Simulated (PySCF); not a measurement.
# CS₂ (carbon disulfide): what the fields show

```xyz
3

S    -1.5077    0.4133   -0.0062
C     0.0038    0.0698   -0.0042
S     1.5154   -0.2738   -0.0022
```

Geometry: GFN2-xTB.

Computed with PySCF 2.14.0, PBE0/def2-SVPD, SCF density, gas phase.

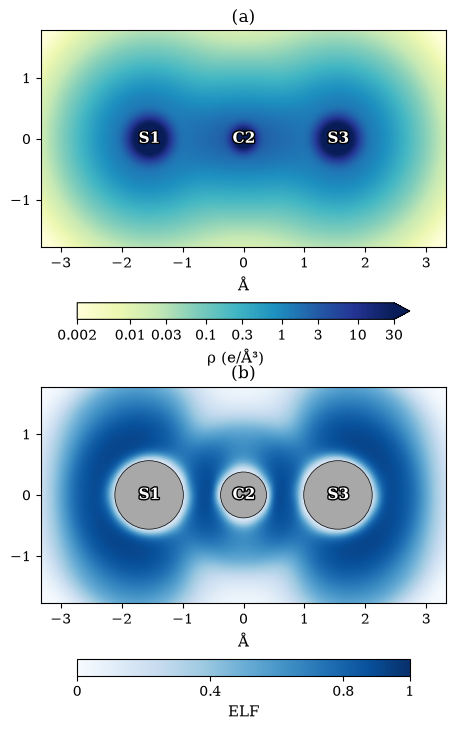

Figure 1. (a) total electron density; (b) electron localisation function on a plane that holds the molecular axis. Grey discs cover the atomic cores in the ELF map.

> Read the bonding off the picture.

Atoms in the plane: S and C.
C–S (1.55 Å): the density is about 1.8 e/Å³ at the midpoint; the ELF peaks at about 0.90 between the atoms; a covalent bond.
The ELF also peaks beside S1 and S3, away from the bonds: lone-pair regions.

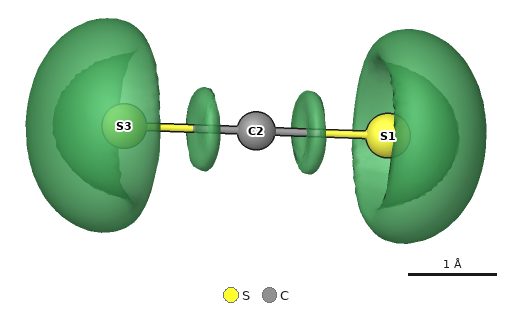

Figure 2. Isosurface of the ELF at 0.85 (green), seen from one side. Only the valence region is drawn (cores and ρ < 0.01 e/Å³ removed).

> Where are the electrons localised?

The surface consists of two regions between bonded C–S atoms (shared pairs) and two rings or bowls of non-bonding electrons around S.
